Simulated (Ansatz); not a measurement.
The reference is Se (space group P3_121, No. 152; a = 4.039 Å, c = 5.120 Å; made of chains). Axes: x lies along a and z along c of the hexagonal cell.

The change: uniaxial strain ε_yy = +1.56 %, all other strain components held at zero, atoms relaxed at fixed cell.

The values are results of DFT with PBEsol, PAW potentials and a 420 eV plane-wave cutoff in Ansatz (a quantum-chemistry and plane-wave program), scalar-relativistic without spin-orbit coupling, earlier PAW set, not measurements.

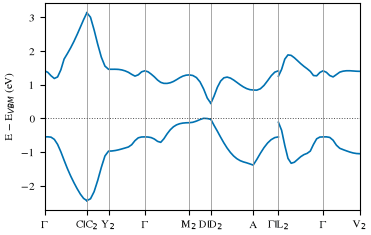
Figure: Highest valence and lowest conduction band along the path of the changed cell's own zone

Q: Read the changed gap and its character from the plot.

A: About 0.4 eV, indirect, M₂–D (67 % along) → D₂.

Whether these cells are dynamically stable was not tested. No dispersion term is included in the PBEsol runs. Labels are those of the standard path for the cell's own space group.
